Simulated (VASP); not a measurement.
Band structure of Mg3Sb2 (space group P-3m1). Method: PBE GGA, VASP's PBE PAW potentials (set 64) (plane waves; VASP).

Unless said otherwise, spin-orbit coupling is left out, though it shifts the bands of the heavy elements here.

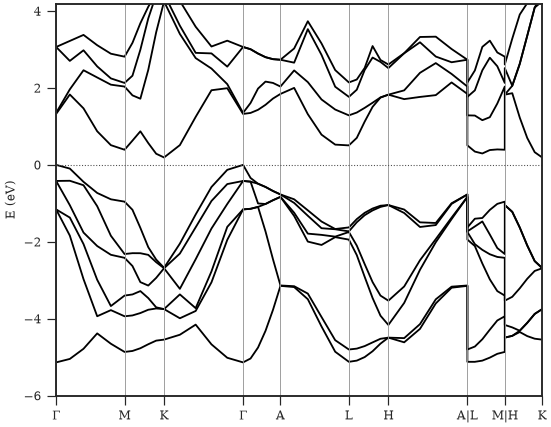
Figure. Bands along high-symmetry lines, zero at the valence-band maximum or, without a gap, the Fermi level

### Question
Read the plot: is there a gap, and where are the band edges?

### Answer
The gap is indirect, 0.19 eV, from the valence maximum at Γ to the conduction minimum at K.

The structure comes from a computed database's Mg3Sb2 entry; how it stands against other phases isn't given here. The cell was not relaxed at this level.
